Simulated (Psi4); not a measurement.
# SnCl2 (SMILES [Cl][Sn][Cl]) at MN15/def2-SV(P) (core potential, sweep point 1)

Aim: the vertical ionisation energy of SnCl2 at MN15/def2-SV(P) (core potential, sweep point 1), from 2 runs. 

The calculation is run with Psi4 1.11.

### 1 The molecule

SnCl2 has 3 atoms, charge 0, and is taken as a singlet. As SMILES, `[Cl][Sn][Cl]`. The coordinates come from a PBE0-D4/def2-TZVP relaxation.

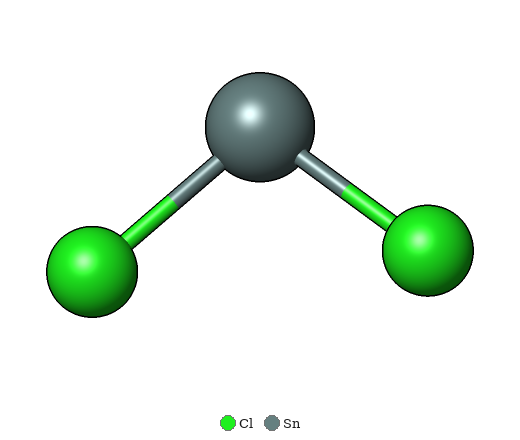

Viewed from a chosen angle; chlorine green, tin teal.

### 2 The energy at MN15/def2-SV(P) (core potential, sweep point 1)

File job.py:

```python
import psi4

psi4.set_memory(1600000000)
psi4.set_num_threads(1)
psi4.core.set_output_file('psi4.out', False)

molecule = psi4.geometry("""
0 1
Cl     1.154200     1.220700     0.756000
Sn    -0.796900     0.518900    -0.376600
Cl    -0.368200    -1.804500    -0.392600
symmetry c1
""")

psi4.set_options({
    'puream': True,
    'scf_type': 'pk',
    'dft_radial_points': 99,
    'dft_spherical_points': 590,
})

E = psi4.energy('mn15/def2-SV(P)')
print('E =', round(E, 9))
for k, v in sorted(psi4.core.scalar_variables().items()):
    print(f'{k:45s} {v:18.10f}')
```

Run with:

```bash
$ python job.py
```

psi4.out:

```text
[...]
    !!!  WARNING: ECP capability is in beta. Please check occupations closely.  !!!
[...]
  Running in c1 symmetry.
[...]
  Nuclear repulsion =  210.297974598311555
[...]
  Multiplicity = 1
[...]
  Nalpha       = 28
  Nbeta        = 28
[...]
    Number of basis functions: 62
[...]
   @RKS iter   1: -1133.73502354307948   -1.32413e+00   5.49663e-03 DIIS/ADIIS
[...]
   @RKS iter   8: -1133.79641029382947   -5.42286e-09   1.88281e-07 DIIS
[...]
    Orbital Energies [Eh]
    ---------------------
    Doubly Occupied:
       1A   -100.300758     2A   -100.300701     3A     -9.148289
       4A     -9.148186     5A     -7.170764     6A     -7.170760
       7A     -7.165740     8A     -7.165734     9A     -7.163426
      10A     -7.163417    11A     -4.966561    12A     -3.399936
      13A     -3.394479    14A     -3.391498    15A     -1.108216
      16A     -1.105624    17A     -1.104392    18A     -1.103078
      19A     -1.098917    20A     -0.828990    21A     -0.807656
      22A     -0.523668    23A     -0.396580    24A     -0.371658
      25A     -0.367746    26A     -0.345860    27A     -0.336826
      28A     -0.310320
[...]
  @RKS Final Energy: -1133.79641029382947
   => Energetics <=
    Nuclear Repulsion Energy =            210.2979745983115549
    One-Electron Energy =               -2067.0270892758744594
    Two-Electron Energy =                 765.0353081386029999
    DFT Exchange-Correlation Energy =     -42.1026037548697474
    Empirical Dispersion Energy =           0.0000000000000000
    VV10 Nonlocal Energy =                  0.0000000000000000
    Total Energy =                      -1133.7964102938296946
[...]
 Multipole Moments:
 ------------------------------------------------------------------------------------
     Multipole            Electronic (a.u.)      Nuclear  (a.u.)        Total (a.u.)
 ------------------------------------------------------------------------------------
 L = 1.  Multiply by 2.5417464519 to convert [e a0] to [Debye]
 Dipole X            :        -34.2257258           33.1509764           -1.0747494
 Dipole Y            :         21.2418149          -20.5747249            0.6670900
 Dipole Z            :         -0.0000000           -0.0000000           -0.0000000
 Magnitude           :                                                    1.2649488
[...]
```

On the terminal:

```text
E = -1133.796410294
CURRENT ENERGY                                  -1133.7964102938
CURRENT REFERENCE ENERGY                        -1133.7964102938
DD SOLVATION ENERGY                                 0.0000000000
DFT FUNCTIONAL TOTAL ENERGY                     -1133.7964102938
DFT TOTAL ENERGY                                -1133.7964102938
DFT VV10 ENERGY                                     0.0000000000
DFT XC ENERGY                                     -42.1026037549
GRID ELECTRONS ALPHA                               28.0000005110
GRID ELECTRONS BETA                                28.0000005110
GRID ELECTRONS TOTAL                               56.0000010219
NUCLEAR REPULSION ENERGY                          210.2979745983
ONE-ELECTRON ENERGY                             -2067.0270892759
PCM POLARIZATION ENERGY                             0.0000000000
PE ENERGY                                           0.0000000000
SCF ITERATION ENERGY                            -1133.7964102938
SCF ITERATIONS                                      8.0000000000
SCF TOTAL ENERGY                                -1133.7964102938
TWO-ELECTRON ENERGY                               765.0353081386
XC GRID RADIAL POINTS                              99.0000000000
XC GRID SPHERICAL POINTS                          590.0000000000
XC GRID TOTAL POINTS                           162344.0000000000
```

Wall time 6.9 s (1 thread of Intel Xeon Platinum 8488C (Sapphire Rapids), shared host); peak memory 0.79 GiB.

### 3 The doublet cation, same level

File cl2sn.py:

```python
import psi4

psi4.set_memory('1600 MB')
psi4.set_num_threads(1)
psi4.set_output_file('output.dat', False)

geom = psi4.geometry("""
1 2
Cl     1.154200     1.220700     0.756000
Sn    -0.796900     0.518900    -0.376600
Cl    -0.368200    -1.804500    -0.392600
units angstrom
symmetry c1
""")

options = {'reference': 'uks', 'puream': True, 'scf_type': 'pk', 'dft_radial_points': 99, 'dft_spherical_points': 590, 'maxiter': 150}
psi4.set_options(options)

e, wfn = psi4.energy("mn15/def2-SV(P)", return_wfn=True)
print(f'mn15/def2-SV(P) energy: {e:.10f} Eh')
for k, v in sorted(psi4.core.scalar_variables().items()):
    print(f'{k:45s} {v:18.10f}')
```

Run with:

```bash
$ python cl2sn.py
```

output.dat:

```text
[...]
    !!!  WARNING: ECP capability is in beta. Please check occupations closely.  !!!
[...]
  Running in c1 symmetry.
[...]
  Nuclear repulsion =  210.297974598311555
[...]
  Multiplicity = 2
[...]
  Nalpha       = 28
  Nbeta        = 27
[...]
    Number of basis functions: 62
[...]
   @UKS iter   1: -1133.35477902386765   -9.43883e-01   4.60240e-03 DIIS/ADIIS
[...]
   @UKS iter  11: -1133.42256091118907   -2.62312e-08   4.52644e-07 DIIS
[...]
   @S^2 Observed:                7.586597130E-01
[...]
    Orbital Energies [Eh]
    ---------------------
    Alpha Occupied:
       1A   -100.559771     2A   -100.559707     3A     -9.405490
       4A     -9.405381     5A     -7.433481     6A     -7.433455
       7A     -7.419321     8A     -7.419295     9A     -7.418827
      10A     -7.418794    11A     -5.228725    12A     -3.661839
      13A     -3.655952    14A     -3.655131    15A     -1.369234
      16A     -1.367182    17A     -1.366383    18A     -1.365423
      19A     -1.361776    20A     -1.074884    21A     -1.053916
      22A     -0.769781    23A     -0.642389    24A     -0.608931
      25A     -0.599963    26A     -0.580596    27A     -0.572983
      28A     -0.564179
    Alpha Virtual:
[...]
  @UKS Final Energy: -1133.42256091118907
   => Energetics <=
    Nuclear Repulsion Energy =            210.2979745983115549
    One-Electron Energy =               -2052.9378712683374033
    Two-Electron Energy =                 751.1121210019998671
    DFT Exchange-Correlation Energy =     -41.8947852431630565
    Empirical Dispersion Energy =           0.0000000000000000
    VV10 Nonlocal Energy =                  0.0000000000000000
    Total Energy =                      -1133.4225609111890662
[...]
 Multipole Moments:
 ------------------------------------------------------------------------------------
     Multipole            Electronic (a.u.)      Nuclear  (a.u.)        Total (a.u.)
 ------------------------------------------------------------------------------------
 L = 1.  Multiply by 2.5417464519 to convert [e a0] to [Debye]
 Dipole X            :        -34.0501656           33.1509764           -0.8991893
 Dipole Y            :         21.1326445          -20.5747249            0.5579196
 Dipole Z            :          0.0000002           -0.0000000            0.0000002
 Magnitude           :                                                    1.0582134
[...]
```

On the terminal:

```text
mn15/def2-SV(P) energy: -1133.4225609112 Eh
CURRENT ENERGY                                  -1133.4225609112
CURRENT REFERENCE ENERGY                        -1133.4225609112
DD SOLVATION ENERGY                                 0.0000000000
DFT FUNCTIONAL TOTAL ENERGY                     -1133.4225609112
DFT TOTAL ENERGY                                -1133.4225609112
DFT VV10 ENERGY                                     0.0000000000
DFT XC ENERGY                                     -41.8947852432
GRID ELECTRONS ALPHA                               28.0000005298
GRID ELECTRONS BETA                                27.0000005284
GRID ELECTRONS TOTAL                               55.0000010582
NUCLEAR REPULSION ENERGY                          210.2979745983
ONE-ELECTRON ENERGY                             -2052.9378712683
PCM POLARIZATION ENERGY                             0.0000000000
PE ENERGY                                           0.0000000000
SCF ITERATION ENERGY                            -1133.4225609112
SCF ITERATIONS                                     11.0000000000
SCF TOTAL ENERGY                                -1133.4225609112
TWO-ELECTRON ENERGY                               751.1121210020
XC GRID RADIAL POINTS                              99.0000000000
XC GRID SPHERICAL POINTS                          590.0000000000
XC GRID TOTAL POINTS                           162344.0000000000
```

It took 11 s on 1 thread of Intel Xeon Platinum 8488C (Sapphire Rapids), shared host; peak memory 0.79 GiB.

### 4 Results

At MN15/def2-SV(P) (core potential, sweep point 1):

| quantity | value |
| --- | --- |
| singlet SnCl2: total energy | -1133.79641 Eh |
| singlet SnCl2: dipole moment | 3.22 D |
| singlet SnCl2: HOMO energy | -8.44 eV |
| singlet SnCl2: LUMO energy | -2.60 eV |
| singlet SnCl2: HOMO–LUMO gap | 5.85 eV |
| doublet cation: total energy | -1133.42256 Eh |
| doublet cation: HOMO energy (highest over α and β) | -15.28 eV |
| doublet cation: LUMO energy (lowest over α and β) | -11.91 eV |
| doublet cation: ⟨S²⟩ | 0.759 |
| vertical ionisation energy (to the doublet cation) | 10.173 eV |

In words: Removing an electron at fixed nuclei costs 10.17 eV (982 kJ/mol). −ε(HOMO) before ionisation, 8.44 eV, is 1.73 eV below this ionisation energy.
